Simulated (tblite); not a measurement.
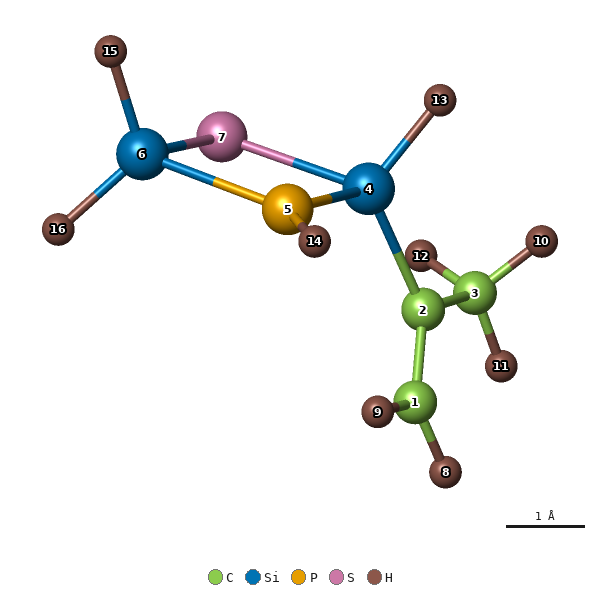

Fig. 1: The structure as given in the input (ball-and-stick view, seen at a tilt; atoms are numbered from 1 in the order of the input). Bond lengths as drawn: C–C 1.33 to 1.50 Å, C–H 1.08 to 1.09 Å, C–Si 1.89 Å, H–P 1.35 Å, H–Si 1.45 to 1.46 Å, P–Si 2.18 to 2.20 Å and S–Si 2.17 to 2.18 Å.

**Run report: C3H9PSSi2, saddle-point search**

System: C3H9PSSi2.
Method: GFN2-xTB saddle search (eigenvector following) and harmonic vibrations, gas phase (tblite 0.8.0).

## Input
```
{"job": {"xc": "GFN2-xTB", "basis": "xTB", "kind": "saddle"}, "charge": 0, "multiplicity": 1}
C     -1.391664    -0.284818    -1.548109
C     -1.346754    -0.068025    -0.241084
C     -2.486237    -0.382871     0.675883
Si     0.181528     0.657013     0.591379
P      1.910955     1.085301    -0.702160
Si     3.115971    -0.374673     0.388577
S      1.397358    -0.823681     1.637454
H     -2.257271    -0.708273    -2.034979
H     -0.554876    -0.043781    -2.184598
H     -2.840292     0.527567     1.157504
H     -3.313608    -0.839939     0.137517
H     -2.154366    -1.060803     1.460481
H     -0.103471     1.743871     1.525896
H      2.163026     1.916430    -1.740247
H      4.148822     0.218200     1.223245
H      3.530878    -1.561517    -0.346760
```

The first line tells a small driver script what to run in tblite; the rest is the geometry in Å.

Machine: 1 CPU thread, shared host.

Launched with:
```bash
OMP_NUM_THREADS=1 python <driver script> task.json out
```

## The program's output
```
step      E/eV     max force
  0    -550.13789   0.0756
  1    -550.13999   0.0271
  2    -550.14005   0.0062
  3    -550.14006   0.0010
lowest wavenumbers (cm-1): -541.8 27.9 64.5 79.1 145.7 151.1
```

## Trajectory as extended XYZ (Å, eV, eV/Å), 4 frames, from step=0 to step=3
```
16
Properties=species:S:1:pos:R:3:forces:R:3 step=0 energy=-550.13789
C    -1.3917   -0.2848   -1.5481    0.0040   0.0020   0.0010
C    -1.3468   -0.0680   -0.2411    0.0090   0.0060   0.0060
C    -2.4862   -0.3829    0.6759    0.0040   0.0000  -0.0010
Si    0.1815    0.6570    0.5914   -0.0050   0.0190   0.0080
P     1.9110    1.0853   -0.7022   -0.0280  -0.0530  -0.0460
Si    3.1160   -0.3747    0.3886    0.0160   0.0300   0.0160
S     1.3974   -0.8237    1.6375   -0.0140  -0.0170  -0.0210
H    -2.2573   -0.7083   -2.0350   -0.0020   0.0040   0.0150
H    -0.5549   -0.0438   -2.1846    0.0030  -0.0040  -0.0050
H    -2.8403    0.5276    1.1575    0.0030   0.0020  -0.0010
H    -3.3136   -0.8399    0.1375    0.0080   0.0000  -0.0110
H    -2.1544   -1.0608    1.4605   -0.0010  -0.0060   0.0000
H    -0.1035    1.7439    1.5259   -0.0250   0.0020   0.0190
H     2.1630    1.9164   -1.7402    0.0100   0.0040   0.0010
H     4.1488    0.2182    1.2232    0.0490  -0.0140   0.0100
H     3.5309   -1.5615   -0.3468   -0.0300   0.0240   0.0090
16
Properties=species:S:1:pos:R:3:forces:R:3 step=1 energy=-550.13999
C    -1.3886   -0.2526   -1.5493    0.0020   0.0020   0.0050
C    -1.3407   -0.0549   -0.2393   -0.0080  -0.0040   0.0070
C    -2.4698   -0.4124    0.6756    0.0080   0.0060   0.0090
Si    0.1757    0.6902    0.5957    0.0020   0.0010   0.0020
P     1.9076    1.0765   -0.7107    0.0020   0.0100  -0.0140
Si    3.1041   -0.3718    0.4038    0.0130  -0.0100   0.0020
S     1.3863   -0.7714    1.6739    0.0050   0.0060  -0.0090
H    -2.2502   -0.6858   -2.0345    0.0020   0.0010   0.0000
H    -0.5608    0.0127   -2.1885   -0.0080  -0.0030   0.0070
H    -2.8291    0.4768    1.1931    0.0090  -0.0220  -0.0130
H    -3.2955   -0.8584    0.1252    0.0020   0.0030   0.0040
H    -2.1254   -1.1163    1.4327   -0.0050   0.0170  -0.0170
H    -0.1268    1.7906    1.5103    0.0010  -0.0050  -0.0030
H     2.1700    1.8665   -1.7800   -0.0050  -0.0130   0.0180
H     4.1768    0.1946    1.2099   -0.0140  -0.0090  -0.0100
H     3.4666   -1.5844   -0.3177   -0.0060   0.0180   0.0130
16
Properties=species:S:1:pos:R:3:forces:R:3 step=2 energy=-550.14005
C    -1.3880   -0.2555   -1.5487    0.0000   0.0000  -0.0010
C    -1.3405   -0.0560   -0.2391    0.0000   0.0010  -0.0010
C    -2.4706   -0.4095    0.6750    0.0000   0.0000  -0.0040
Si    0.1762    0.6879    0.5962   -0.0010   0.0000   0.0000
P     1.9074    1.0785   -0.7090    0.0000   0.0010   0.0000
Si    3.1050   -0.3716    0.4021    0.0020   0.0010   0.0010
S     1.3878   -0.7754    1.6702    0.0000  -0.0010   0.0010
H    -2.2499   -0.6880   -2.0340    0.0000   0.0000   0.0000
H    -0.5596    0.0075   -2.1875    0.0010   0.0000  -0.0010
H    -2.8323    0.4820    1.1849   -0.0020   0.0050   0.0030
H    -3.2944   -0.8604    0.1263   -0.0010  -0.0010  -0.0020
H    -2.1267   -1.1067    1.4371    0.0020  -0.0040   0.0040
H    -0.1266    1.7851    1.5141    0.0000   0.0000   0.0000
H     2.1678    1.8702   -1.7761    0.0000   0.0000  -0.0010
H     4.1760    0.1933    1.2097   -0.0010  -0.0010  -0.0010
H     3.4684   -1.5813   -0.3214    0.0000   0.0000   0.0000
16
Properties=species:S:1:pos:R:3:forces:R:3 step=3 energy=-550.14006
C    -1.3890   -0.2533   -1.5492    0.0000   0.0000   0.0000
C    -1.3406   -0.0554   -0.2394    0.0000   0.0000   0.0000
C    -2.4695   -0.4114    0.6753    0.0000   0.0000  -0.0010
Si    0.1760    0.6892    0.5954    0.0000   0.0000   0.0000
P     1.9077    1.0772   -0.7101    0.0000   0.0010   0.0000
Si    3.1045   -0.3718    0.4034    0.0000   0.0000   0.0000
S     1.3869   -0.7729    1.6720    0.0000   0.0000   0.0000
H    -2.2508   -0.6861   -2.0343    0.0000   0.0000   0.0000
H    -0.5613    0.0112   -2.1883    0.0000   0.0000   0.0000
H    -2.8298    0.4785    1.1894    0.0000   0.0000   0.0010
H    -3.2945   -0.8597    0.1261    0.0000   0.0000   0.0000
H    -2.1248   -1.1119    1.4343    0.0000   0.0000   0.0000
H    -0.1267    1.7879    1.5116    0.0000   0.0000   0.0000
H     2.1689    1.8673   -1.7783    0.0000   0.0000   0.0000
H     4.1757    0.1938    1.2103    0.0000   0.0000   0.0000
H     3.4673   -1.5828   -0.3181    0.0000   0.0000   0.0000
```

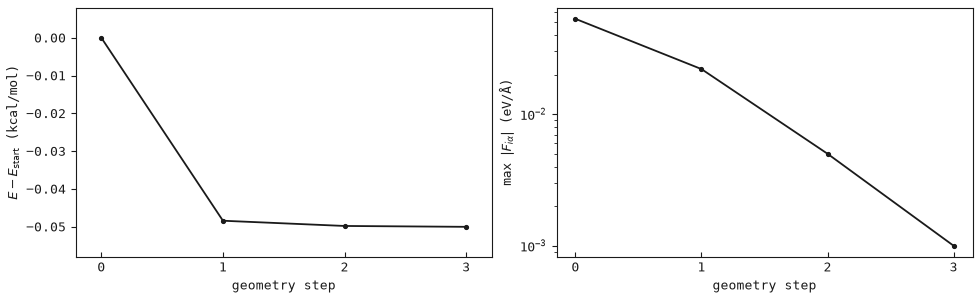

Fig. 2: Progress of the saddle-point search, step by step (steps are counted from 0).

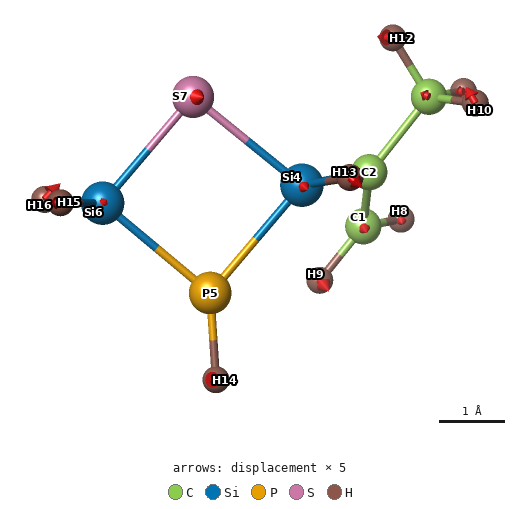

Fig. 3: The starting structure with the displacements as red arrows, magnified 5 times (ball-and-stick view, seen at a tilt). The two geometries are laid on each other by the best rigid fit. The largest move after the best rigid fit is that of H16, 0.073 Å. Largest moves by element: H 0.073 Å, S 0.062 Å, C 0.033 Å, Si 0.033 Å, P 0.012 Å. The energy falls by 0.05 kcal/mol in 3 geometry steps. Largest force component: 0.053 eV/Å at the start, 0.001 eV/Å at the end. (Atoms are counted from 1 in the order of the input.)

## Results in brief

```csv
quantity,value
outcome,converged
total energy,−550.1401 eV
point group,C1
wall time,3.7 s
peak memory,0.19 GiB
```
